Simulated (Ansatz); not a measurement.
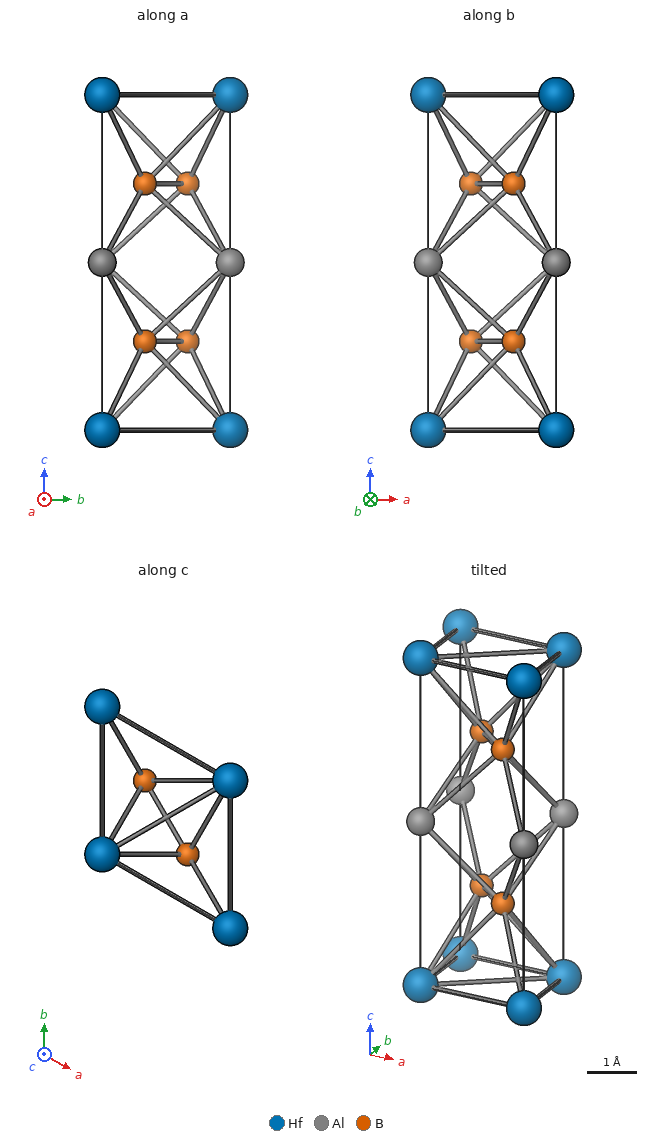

This ball-and-stick model is shown along the a axis, along the b axis, along the c axis and slightly off an axis. The lines enclose the conventional unit cell; boundary atoms appear with their images.

Lattice parameters: a = 3.0518 Å, b = 3.0518 Å, c = 6.9231 Å, α = 90.000°, β = 90.000°, γ = 120.000°.

**Convert the drawing into a CIF in P1 with every atom of the cell, with free fractional coordinates to two decimals.**

```cif
data_structure
_symmetry_space_group_name_H-M 'P 1'
_symmetry_Int_Tables_number 1
_cell_length_a 3.0518
_cell_length_b 3.0518
_cell_length_c 6.9231
_cell_angle_alpha 90.000
_cell_angle_beta 90.000
_cell_angle_gamma 120.000
_cell_volume 55.84
loop_
_atom_site_label
_atom_site_type_symbol
_atom_site_fract_x
_atom_site_fract_y
_atom_site_fract_z
_atom_site_occupancy
Hf1 Hf 0.00 0.00 0.00 1
Al1 Al 0.00 0.00 0.50 1
B1 B 0.3333 0.6667 0.26 1
B2 B 0.3333 0.6667 0.74 1
B3 B 0.6667 0.3333 0.26 1
B4 B 0.6667 0.3333 0.74 1
```

Provenance: a structure type filled with these elements by a generator (whether the compound takes this form wasn't checked). The structure drawn was relaxed with Ansatz, DFT PBE, scalar-relativistic, plane waves, PAW.
